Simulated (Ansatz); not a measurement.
# AlF3H5NSi: how energies converge with the basis set

How large a basis does AlF3H5NSi need? Two functionals are run in growing sets.

Program: Ansatz 0.2.0, Gaussian basis. Level of theory: one geometry, several basis sets. These are calculated values, not measurements.

Plan: PBE0-D4/def2-SVP; ωB97M-V/def2-SVP; PBE0-D4/def2-QZVPP; ωB97M-V/def2-QZVPP; the functionals' def2-TZVPP values are taken from earlier runs.

### 1 Structure used throughout

The geometry comes from an earlier relaxation with PBE0-D4 in a triple-zeta def2 set; it is a stationary point, not always the lowest conformer.

SMILES `[F][Al-]([F])([F])[NH2+][SiH3]`, 11 atoms, charge 0, spin multiplicity 1.

Atoms are counted from 1 here; the program's logs count them from 0.

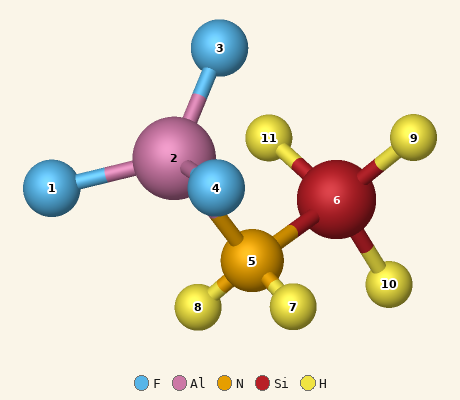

The structure; fluorine blue, aluminium pink, nitrogen amber, silicon red, hydrogen yellow; atoms are numbered from 1 in the order of the file.

### 2 PBE0-D4 in def2-SVP

Contents of in.yaml:

```yaml
crystal:
  periodic: [false, false, false]
  atoms:
    - {symbol: F, position_ang: [-1.957027, -1.872712, -0.411143]}
    - {symbol: Al, position_ang: [-0.342236, -1.626263, -0.138280]}
    - {symbol: F, position_ang: [0.122377, -1.499472, 1.453180]}
    - {symbol: F, position_ang: [0.722544, -2.388255, -1.152342]}
    - {symbol: N, position_ang: [-0.130107, 0.273539, -0.691939]}
    - {symbol: Si, position_ang: [0.439798, 1.345370, 0.646016]}
    - {symbol: H, position_ang: [0.515967, 0.279400, -1.478583]}
    - {symbol: H, position_ang: [-1.031648, 0.575106, -1.055981]}
    - {symbol: H, position_ang: [1.764631, 0.846259, 1.055890]}
    - {symbol: H, position_ang: [0.548459, 2.718347, 0.091906]}
    - {symbol: H, position_ang: [-0.587357, 1.291681, 1.701676]}
basis:
  gaussian: {orbitals: def2-SVP}
hamiltonian: {xc: pbe0, dispersion: d4}
output: {orbitals: {seedname: orbitals}}
```

The run is started by

```
ansatz run in.yaml --threads 4 --pin off --events-out ev --progress --plain --max-ram 10444MiB
```

Log:

```text
Functional definition: PBE0
  name "PBE0"
  cite "Adamo & Barone, J. Chem. Phys. 110, 6158 (1999) doi:10.1063/1.478522"
  cite "Perdew, Burke & Ernzerhof, Phys. Rev. Lett. 77, 3865 (1996) doi:10.1103/PhysRevLett.77.3865"
  parent pbe
  parameter a = 0.25
  parameter kappa = 0.804
  parameter beta = 0.06672455060314922
  exchange = (1 - a)*pbe_x(kappa = kappa, mu = beta*pi^2/3) + a*exact_x
  correlation = pbe_c(beta = beta)
1103 factors; integrals over basis functions are off by at most 1.1e-3 eV
mean field evaluation 1: about -24168.8207 eV, gradient 6.7e1 eV
mean field evaluation 2: about -24162.9500 eV, gradient 9.1e1 eV
mean field evaluation 4: about -24176.1490 eV, gradient 2.2e0 eV
mean field evaluation 8: about -24176.3007 eV, gradient 1.3e-1 eV
mean field evaluation 16: about -24176.3008 eV, gradient 7.2e-5 eV
mean field -24176.30075512 eV, -888.4626654653 hartree, gradient 7.2e-5 eV, S^2 0.000000; 0 other end points of the search recorded, 0 dependent functions left out
reference -24176.30078957 eV, -888.4626667313 hartree; 33, 33 occupied and 84, 84 virtual orbitals, 1103 factors
Total energy: -24176.50457556 eV, -888.4701557285 hartree
```

It took 1.4 s on 4 threads of Arm Neoverse V1, shared host; peak memory 0.52 GiB.

### 3 ωB97M-V in def2-SVP

Changes to in.yaml since step 2:

```diff
@@ -16,3 +16,3 @@
   gaussian: {orbitals: def2-SVP}
-hamiltonian: {xc: pbe0, dispersion: d4}
+hamiltonian: {xc: {name: wB97M-V}}
 output: {orbitals: {seedname: orbitals}}
```

Same command.

Log, shortened:

```text
Functional definition: wB97M-V
  name "wB97M-V"
  cite "Mardirossian & Head-Gordon, J. Chem. Phys. 144, 214110 (2016) doi:10.1063/1.4952647"
  cite "Becke, J. Chem. Phys. 107, 8554 (1997) doi:10.1063/1.475007"
  cite "Vydrov & Van Voorhis, J. Chem. Phys. 133, 244103 (2010) doi:10.1063/1.3521275"
  # Of w^i u^j: cxij and so on, Table III.
[...]
  gx(w, u) = 1 - cx + cx01*u + cx10*w
  gss(w, u) = css00 + css04*u^4 + css10*w + css20*w^2 + css43*w^4*u^3
  gos(w, u) = cos00 + cos10*w + (cos20 + cos21*u)*w^2 + (cos60 + cos61*u)*w^6
[...]
      + integral(e_c_pw_mod_opposite_spin*gos(b97_w_opposite, b97_u_opposite)) + vv10(b, c)
1103 factors; integrals over basis functions are off by at most 1.1e-3 eV
328 factors; integrals over basis functions are off by at most 6.3e-6 eV
[...]
mean field -24188.58250147 eV, -888.9140113188 hartree, gradient 2.5e-5 eV, S^2 0.000000; 0 other end points of the search recorded, 0 dependent functions left out
reference -24188.58255653 eV, -888.9140133425 hartree; 33, 33 occupied and 84, 84 virtual orbitals, 1103 factors
Total energy: -24188.58255653 eV, -888.9140133425 hartree
```

Run time: 6 s. Hardware: 4 threads of Arm Neoverse V1, shared host; peak memory 0.52 GiB.

### 4 PBE0-D4 in def2-QZVPP

Changes to in.yaml since step 3:

```diff
@@ -15,4 +15,4 @@
 basis:
-  gaussian: {orbitals: def2-SVP}
-hamiltonian: {xc: {name: wB97M-V}}
+  gaussian: {orbitals: "def2-QZVPP.json"}
+hamiltonian: {xc: pbe0, dispersion: d4}
 output: {orbitals: {seedname: orbitals}}
```

Launched as before.

Log:

```text
Functional definition: PBE0
  name "PBE0"
  cite "Adamo & Barone, J. Chem. Phys. 110, 6158 (1999) doi:10.1063/1.478522"
  cite "Perdew, Burke & Ernzerhof, Phys. Rev. Lett. 77, 3865 (1996) doi:10.1103/PhysRevLett.77.3865"
  parent pbe
  parameter a = 0.25
  parameter kappa = 0.804
  parameter beta = 0.06672455060314922
  exchange = (1 - a)*pbe_x(kappa = kappa, mu = beta*pi^2/3) + a*exact_x
  correlation = pbe_c(beta = beta)
1836 factors; their error is unknown
mean field evaluation 1: about -24185.1120 eV, gradient 8.0e1 eV
mean field evaluation 2: about -24174.8260 eV, gradient 1.1e2 eV
mean field evaluation 4: about -24194.6994 eV, gradient 4.1e0 eV
mean field evaluation 8: about -24194.7465 eV, gradient 3.1e-2 eV
mean field -24194.74651232 eV, -889.1405345394 hartree, gradient 2.3e-5 eV, S^2 0.000000; 0 other end points of the search recorded, 0 dependent functions left out
reference -24194.74656055 eV, -889.1405363120 hartree; 33, 33 occupied and 485, 485 virtual orbitals, 1836 factors
Total energy: -24194.95034654 eV, -889.1480253091 hartree
```

Wall time 12 s (4 threads of Arm Neoverse V1, shared host); peak memory 2.3 GiB.

### 5 ωB97M-V in def2-QZVPP

Changes to in.yaml since step 4:

```diff
@@ -16,3 +16,3 @@
   gaussian: {orbitals: "def2-QZVPP.json"}
-hamiltonian: {xc: pbe0, dispersion: d4}
+hamiltonian: {xc: {name: wB97M-V}}
 output: {orbitals: {seedname: orbitals}}
```

Launched as before.

Log, shortened:

```text
Functional definition: wB97M-V
  name "wB97M-V"
  cite "Mardirossian & Head-Gordon, J. Chem. Phys. 144, 214110 (2016) doi:10.1063/1.4952647"
  cite "Becke, J. Chem. Phys. 107, 8554 (1997) doi:10.1063/1.475007"
  cite "Vydrov & Van Voorhis, J. Chem. Phys. 133, 244103 (2010) doi:10.1063/1.3521275"
  # Of w^i u^j: cxij and so on, Table III.
[...]
  gx(w, u) = 1 - cx + cx01*u + cx10*w
  gss(w, u) = css00 + css04*u^4 + css10*w + css20*w^2 + css43*w^4*u^3
  gos(w, u) = cos00 + cos10*w + (cos20 + cos21*u)*w^2 + (cos60 + cos61*u)*w^6
[...]
      + integral(e_c_pw_mod_opposite_spin*gos(b97_w_opposite, b97_u_opposite)) + vv10(b, c)
1773 factors; their error is unknown
406 factors; integrals over basis functions are off by at most 1.1e-5 eV
[...]
mean field -24207.21382818 eV, -889.5986999466 hartree, gradient 2.5e-5 eV, S^2 0.000000; 0 other end points of the search recorded, 0 dependent functions left out
reference -24207.21390932 eV, -889.5987029287 hartree; 33, 33 occupied and 485, 485 virtual orbitals, 1773 factors
Total energy: -24207.21390932 eV, -889.5987029287 hartree
```

Run time: 26 s. Hardware: 4 threads of Arm Neoverse V1, shared host; peak memory 2.7 GiB.

### 6 Functionals by basis

The def2-TZVPP values come from earlier runs at the same geometry.

| functional | basis | functions | energy (eV) | from the largest (eV) | HOMO (eV) | LUMO (eV) |
| --- | --- | --- | --- | --- | --- | --- |
| PBE0-D4 | def2-SVP | 117 | -24176.5046 | 18.446 | -10.06 | -0.56 |
| PBE0-D4 | def2-TZVPP | 278 | -24193.8691 | 1.081 | -10.17 | -0.94 |
| PBE0-D4 | def2-QZVPP | 518 | -24194.9503 | 0.000 | -10.19 | -1.08 |
| ωB97M-V | def2-SVP | 117 | -24188.5826 | 18.631 | -12.36 | 1.22 |
| ωB97M-V | def2-TZVPP | 278 | -24206.2102 | 1.004 | -12.47 | 0.65 |
| ωB97M-V | def2-QZVPP | 518 | -24207.2139 | 0.000 | -12.49 | 0.35 |

### 7 What came out

```
                                       quantity           value
PBE0-D4: double and triple zeta above quadruple  18.45, 1.08 eV
ωB97M-V: double and triple zeta above quadruple  18.63, 1.00 eV
```

In words: For PBE0-D4 the step from double to triple zeta gains 17.36 eV and the next only 1.08 eV. These are total energies; as a rule much of such shifts cancels in differences, which this series doesn't test. The LUMO of ωB97M-V is positive and keeps falling with the basis (1.22 to 0.35 eV): an unbound level that the basis holds in place.

For PBE0-D4 the largest set took about 8 times as long as the smallest (12 s against 1.4 s).
